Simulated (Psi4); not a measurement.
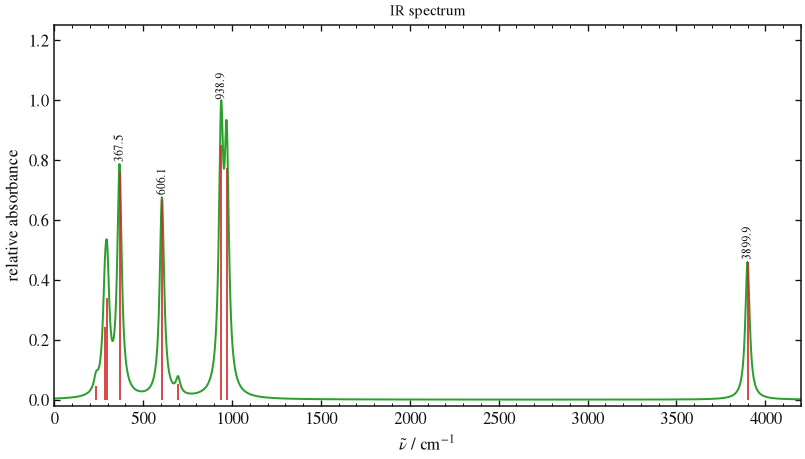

Unscaled harmonic wavenumbers and double-harmonic intensities, CAM-B3LYP/6-31+G(d), Psi4 1.11, at a geometry relaxed at this level, isolated molecule. Modes within 2 cm⁻¹ of each other count as one line, with their intensities summed. Lorentzian lines of 30 cm⁻¹ full width. Close modes add up in the curve.

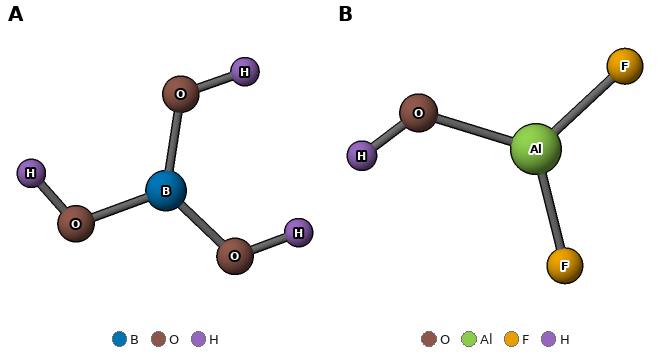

> Whose IR spectrum is this? Choose among the lettered structures.

Structure B, AlHOF₂, SMILES [OH][Al]([F])[F], singlet. It has its most intense lines at 938.9, 970.5 and 367.5 cm⁻¹.

Caveats: double-zeta basis.
